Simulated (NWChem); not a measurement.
**CH3FGeO (SMILES C[O][Ge][F]): a chain of runs**

Aim: a geometry optimisation (singlet CH3FGeO, HF/6-31G*), then a structure relaxation (doublet CH3FGeO+, UHF/6-31G*) of CH3FGeO. 

Program for the calculation: NWChem 7.3.0.

### Step 1. The system as given

The species is CH3FGeO (7 atoms), meant as a singlet with charge 0. SMILES: `C[O][Ge][F]`. The coordinates come from a PBE0-D4/def2-TZVP relaxation. This is one conformer, not always the lowest. The run starts from this shape.

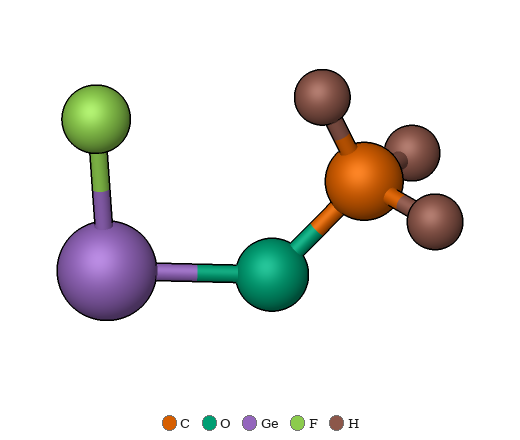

The structure, seen from a chosen angle (carbon orange, oxygen teal, germanium purple, fluorine green, hydrogen brown).

### Step 2. A geometry optimisation at HF/6-31G(d) (spherical functions) (run 1)

File test.nw:

```
start test
title "CH3FGeO hf"
memory 2200 mb

geometry units angstroms
C     -0.504800     0.491500     0.394900
O      0.412400     0.624200    -0.671900
Ge     1.441700    -0.610700    -1.398400
F      0.967400    -1.990600    -0.400200
H     -0.548500    -0.532200     0.773800
H     -0.208000     1.161100     1.206600
H     -1.498700     0.788500     0.049700
end

basis spherical bse
* library 6-31G*
end

scf
thresh 1e-07
maxiter 80
print low
end

driver
maxiter 60
end

freq
temp 3 298.15 600 900
end

task scf optimize
task scf frequencies
```

Started as:

```console
$ nwchem test.nw > test.out
```

The program printed:

```text
[...]
  functions       =    80
[...]
  wavefunction    = RHF
[...]
         Total SCF energy =  -2289.035522263418
[...]
@    0   -2289.03552226  0.0D+00  0.01273  0.00462  0.00000  0.00000     48.9
[...]
         Total SCF energy =  -2289.036139204837
[...]
@    1   -2289.03613920 -6.2D-04  0.00344  0.00105  0.01487  0.03724     85.8
[...]
@    3   -2289.03619249 -2.7D-06  0.00029  0.00009  0.00088  0.00252    168.9
[...]
         Total SCF energy =  -2289.036192955121
[...]
@    4   -2289.03619296 -4.7D-07  0.00007  0.00002  0.00101  0.00282    218.6
[...]
         Total SCF energy =  -2289.036192966787
[...]
         Total SCF energy =  -2289.036192966787
[...]
                         RHF ENERGY GRADIENTS
    atom               coordinates                        gradient
                 x          y          z           x          y          z
   1 C      -0.629626   3.970481   0.000027    0.000012  -0.000012   0.000001
   2 O       1.135453   1.982428   0.000198   -0.000006   0.000015  -0.000003
   3 Ge      0.669579  -1.299399   0.000393   -0.000004  -0.000004   0.000001
   4 F      -2.625852  -1.309977  -0.000839    0.000001  -0.000002   0.000001
   5 H      -2.551874   3.278162  -0.021836   -0.000002   0.000001  -0.000001
   6 H      -0.345690   5.115681   1.673620   -0.000003  -0.000000   0.000003
   7 H      -0.315997   5.139920  -1.651244   -0.000000   0.000002  -0.000001
[...]
@    5   -2289.03619297 -1.2D-08  0.00001  0.00000  0.00007  0.00017    244.0
[...]
      Optimization converged
[...]
@    5   -2289.03619297 -1.2D-08  0.00001  0.00000  0.00007  0.00017    244.0
[...]
         Total SCF energy =  -2289.036192966787
      One-electron energy =  -3744.064287990739
      Two-electron energy =   1177.332975511022
 Nuclear repulsion energy =    277.695119512930
        Time for solution =      1.4s
[...]
 Zero-Point correction to Energy  =   29.548 kcal/mol  (  0.047088 au)
 Thermal correction to Energy     =   45.916 kcal/mol  (  0.073173 au)
 Thermal correction to Enthalpy   =   47.704 kcal/mol  (  0.076021 au)
 Total Entropy                    =  102.458 cal/mol-K
   - Translational                =   45.826 cal/mol-K (mol. weight = 123.9387)
   - Rotational                   =   28.929 cal/mol-K (symmetry #  =        1)
   - Vibrational                  =   27.703 cal/mol-K
 Cv (constant volume heat capacity) =   26.031 cal/mol-K
   - Translational                  =    2.979 cal/mol-K
   - Rotational                     =    2.979 cal/mol-K
   - Vibrational                    =   20.072 cal/mol-K
[...]
```

Wall time 6 min (1 thread of Intel Xeon Platinum 8259CL at 2.50GHz (Skylake/Cascade Lake), shared host); peak memory 0.12 GiB.

The path in brief:

```
step  energy from the first frame kept (eV)
   0                                 0.0000
   1                                -0.0168
   2                                -0.0182
   3                                -0.0182
   4                                -0.0183
   5                                -0.0183
```

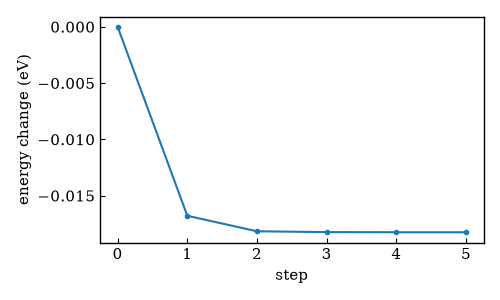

Energy along the run.

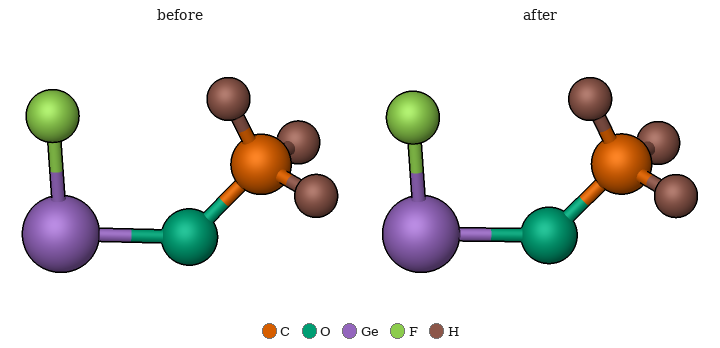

Before and after, at one scale.

After the run. Bond lengths: C1–O2 1.407 Å, O2–Ge3 1.754 Å, Ge3–F4 1.744 Å, C1–H5 1.081 Å, C1–H6 1.084 Å, C1–H7 1.084 Å. Angles: C1–O2–Ge3 130.3°, O2–Ge3–F4 98.3°, O2–C1–H5 111.8°, O2–C1–H6 109.0°, O2–C1–H7 109.0°, H5–C1–H6 109.2°, H5–C1–H7 109.2°, H6–C1–H7 108.6°.

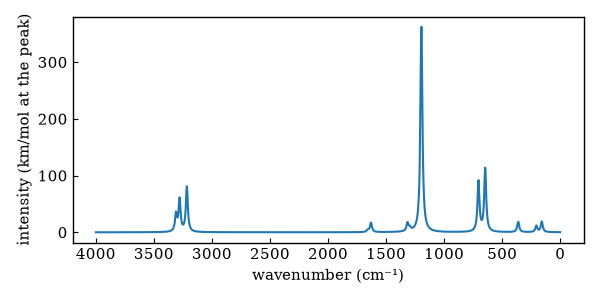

Harmonic infrared spectrum, unscaled, lines broadened by 10 cm⁻¹.

### Step 3. The doublet cation: a geometry optimisation at UHF/6-31G(d) (spherical functions) (run 2)

File ch3fgeo.nw:

```
start ch3fgeo
memory total 2200 mb
charge 1
geometry units angstroms noautosym
  C     -0.504800     0.491500     0.394900
  O      0.412400     0.624200    -0.671900
  Ge     1.441700    -0.610700    -1.398400
  F      0.967400    -1.990600    -0.400200
  H     -0.548500    -0.532200     0.773800
  H     -0.208000     1.161100     1.206600
  H     -1.498700     0.788500     0.049700
end
basis spherical bse
  * library 6-31G*
end
scf
  nopen 1
  uhf
  thresh 1e-07
  maxiter 80
  print low
end
driver
  maxiter 60
end
freq
  temp 3 298.15 600 900
end
task scf optimize
task scf frequencies
```

Started as:

```console
$ nwchem ch3fgeo.nw > ch3fgeo.out
```

The program printed:

```text
Northwest Computational Chemistry Package (NWChem) 7.3.0
             --------------------------------------------------------

           Job information
           ---------------

    nwchem branch   = 7.3.0
    use scalapack   = T
    input           = ch3fgeo.nw
    prefix          = ch3fgeo.
    data base       = ./ch3fgeo.db
    status          = startup
    nproc           =        1

           Memory information
           ------------------

    heap     =     72089598 doubles =      550.0 Mbytes
    stack    =     72089595 doubles =      550.0 Mbytes
    global   =    144179200 doubles =     1100.0 Mbytes (distinct from heap & stack)
    total    =    288358393 doubles =     2200.0 Mbytes
    verify   = yes
    hardfail = no

           Directory information
           ---------------------

  0 permanent = .
  0 scratch   = .

[... 259 lines left out ...]
@ ---- ---------------- -------- -------- -------- -------- -------- --------
[... 127 lines left out ...]
  ga_iter_lsolve: convergence stagnant ... aborting solve
[... 84 lines left out ...]
 Nuclear repulsion energy =    262.917639433158
[... 155 lines left out ...]
         Total SCF energy =  -2288.722771753191
[... 111 lines left out ...]
@    3   -2288.72324124 -1.8D-03  0.00164  0.00087  0.03908  0.09550    957.5
[... 130 lines left out ...]
         Total SCF energy =  -2288.723394549568
[... 89 lines left out ...]
 new step= 1.92                   predicted energy=  -2288.723441
[... 147 lines left out ...]
      One electron energy =  -3687.543614827368
[... 111 lines left out ...]
@    6   -2288.72345735 -1.7D-05  0.00027  0.00012  0.00924  0.02469   1522.5
[... 7 lines left out ...]
      Type          Name      I     J     K     L     M      Value     Gradient
      ----------- --------  ----- ----- ----- ----- ----- ---------- ----------
    1 Stretch                  1     2                       1.42169    0.00016
    2 Stretch                  1     5                       1.07691   -0.00009
    3 Stretch                  1     6                       1.08334    0.00005
[... 14 lines of this table left out ...]
   18 Torsion                  3     2     1     7        -122.72802   -0.00006

  no constraints, skipping    0.0000000000000000
  no constraints, skipping    0.0000000000000000
  no constraints, skipping    0.0000000000000000
  no constraints, skipping    0.0000000000000000
                                 NWChem SCF Module
                                 -----------------

  ao basis        = "ao basis"
  functions       =    80
  atoms           =     7
  alpha electrons =    29
  beta  electrons =    28
  charge          =   1.00
  wavefunction    = UHF
  input vectors   = ./ch3fgeo.movecs
  output vectors  = ./ch3fgeo.movecs
  use symmetry    = F
  symmetry adapt  = F

 Forming initial guess at    1522.5s

 Starting SCF solution at    1522.5s

  ga_iter_lsolve: convergence stagnant ... aborting solve
```

Run time: 26 min. Hardware: 1 thread of Intel Xeon Platinum 8259CL at 2.50GHz (Skylake/Cascade Lake), shared host.

Time ran out before the run finished.

### Step 4. What came out

| quantity | value |
| --- | --- |
| run 1, HF/6-31G*: total energy at the end | -2289.03619 Eh |
| run 1, HF/6-31G*: lowest harmonic wavenumber | 43 cm⁻¹ |
| run 1, HF/6-31G*: highest harmonic wavenumber | 3309 cm⁻¹ |
| run 1, HF/6-31G*: zero-point energy | 123.6 kJ/mol |
| run 1, HF/6-31G*: ideal-gas entropy at 298.15 K (symmetry number 1 as used) | 77.6 cal/(mol K) |
| doublet cation | no result (timeout) |

In words: All 15 modes (run 1, HF/6-31G*) are real, so the shape is a minimum at this level. The optimisation (run 1, HF/6-31G*) took 6 steps and changed the energy by -0.018 eV. 1 of the 2 runs did not end normally.
